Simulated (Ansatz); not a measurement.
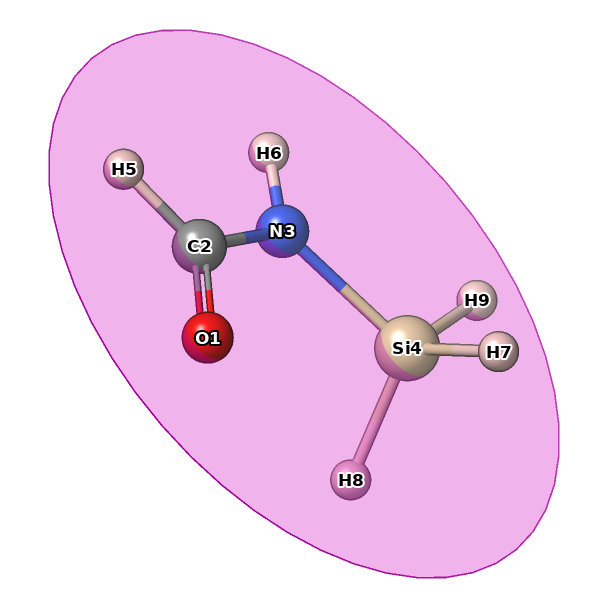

A disc through the centre of mass is drawn in. Distant atoms are faded towards the background colour. The computed structure is the end point of a PBE0-D4/def2-TZVP optimisation.

Is the plane of the disc a mirror plane of the structure?

Yes. The reflection leaves O1, C2, N3, Si4, H5, H6, H9 in place and moves H7 ↔ H8. The point group is Cs.
